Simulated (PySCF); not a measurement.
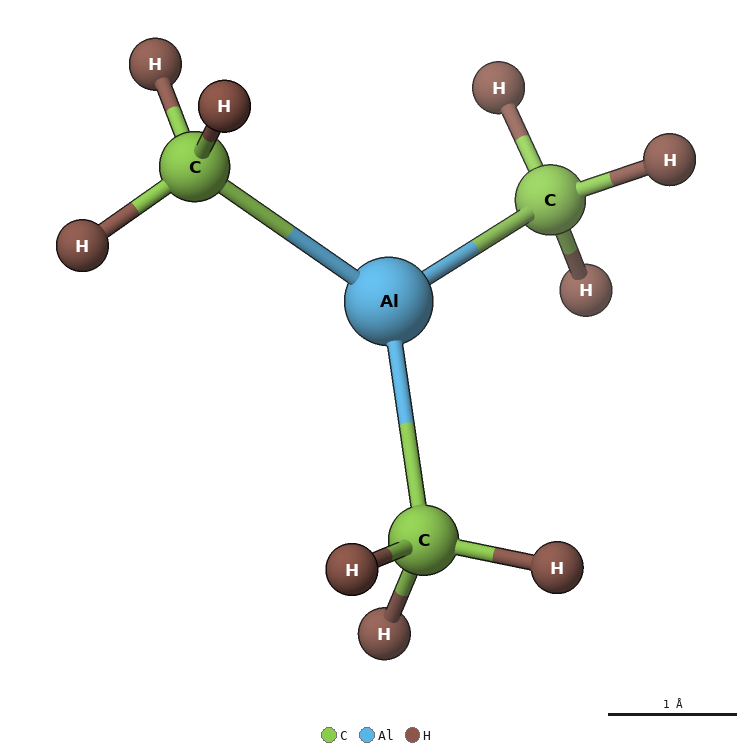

Rendered structure (ball-and-stick style). Every bond is drawn as one stick, whatever its order.

The computed structure is the end point of a GFN2-xTB optimisation. No frequency run is at hand to confirm it as a minimum.

Description:

The molecule is C3H9Al. SMILES: `[CH3][Al]([CH3])[CH3]`. Coordination: 3 C tetrahedral; 1 Al trigonal planar.

More results for the same structure follow; atom numbers are the same in all pictures, views and colours differ.

**Charges**

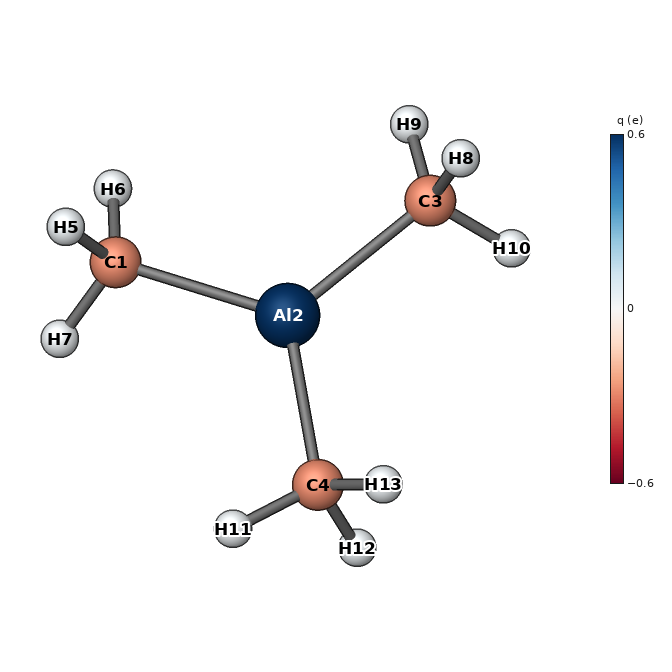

Atoms are coloured by their Hirshfeld charges. No frequency run is at hand to confirm it as a minimum. Method: PBE0/pcSseg-1, gas phase (PySCF 2.14.0).

Give the Hirshfeld charges atom by atom.

```json
{"atom": "C1", "value (e)": "−0.28"}
{"atom": "Al2", "value (e)": "0.59"}
{"atom": "C3", "value (e)": "−0.28"}
{"atom": "C4", "value (e)": "−0.28"}
{"atom": "H5", "value (e)": "0.03"}
{"atom": "H6", "value (e)": "0.03"}
{"atom": "H7", "value (e)": "0.03"}
{"atom": "H8", "value (e)": "0.03"}
{"atom": "H9", "value (e)": "0.03"}
{"atom": "H10", "value (e)": "0.03"}
{"atom": "H11", "value (e)": "0.03"}
{"atom": "H12", "value (e)": "0.03"}
{"atom": "H13", "value (e)": "0.03"}
```

**Electronic properties**

No frequency run is at hand to confirm it as a minimum. Method: PBE0/def2-SVPD, gas phase (PySCF 2.14.0). Excitations: vertical, linear response.

> Give the HOMO–LUMO gap at this level.

7.09 eV.

> What is the mean static polarisability?

66.0 bohr³.

> Estimate the brightest of the 6 lowest singlets.

6.48 eV.

> What is the dipole moment?

0.02 D.

**Bond orders**

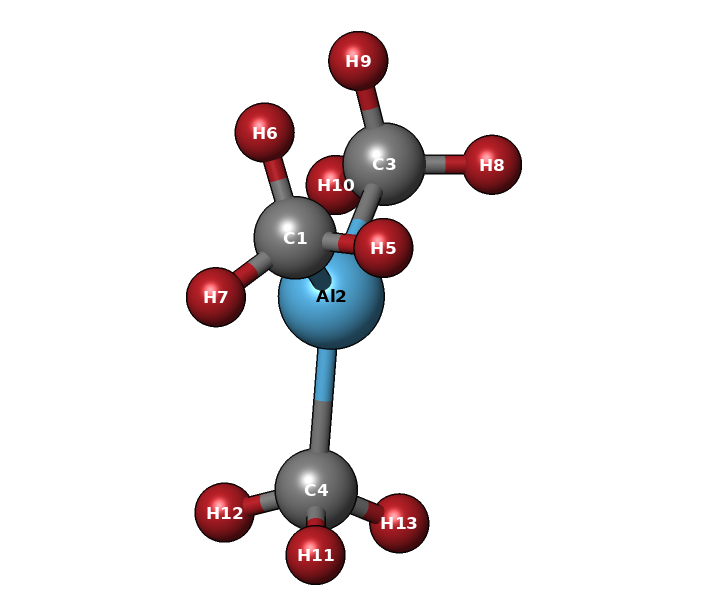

Every bond is drawn as one stick. No frequency run is at hand to confirm it as a minimum. Level of theory: PBE0/pcSseg-1 (PySCF 2.14.0).

List the Mayer bond orders of C1–Al2, C1–H5, C1–H6, C1–H7, Al2–C3, Al2–C4, C3–H8, C3–H9, C3–H10, C4–H11, C4–H12, C4–H13. Atoms whose distances differ by more than 0.02 Å in this geometry are listed apart.

| bond | Mayer order | length (Å) |
| --- | --- | --- |
| C1–Al2 | 0.88 | 1.995 |
| C1–H5 | 0.96 | 1.095 |
| C1–H6 | 0.96 | 1.095 |
| C1–H7 | 0.96 | 1.096 |
| Al2–C3 | 0.88 | 1.995 |
| Al2–C4 | 0.88 | 1.995 |
| C3–H8 | 0.96 | 1.095 |
| C3–H9 | 0.96 | 1.095 |
| C3–H10 | 0.96 | 1.095 |
| C4–H11 | 0.96 | 1.095 |
| C4–H12 | 0.96 | 1.095 |
| C4–H13 | 0.96 | 1.095 |

The geometry is semi-empirical. Around Al such bond lengths and angles can be off by a tenth of an ångström or more and by several degrees, and values that hang on the shape move with them.
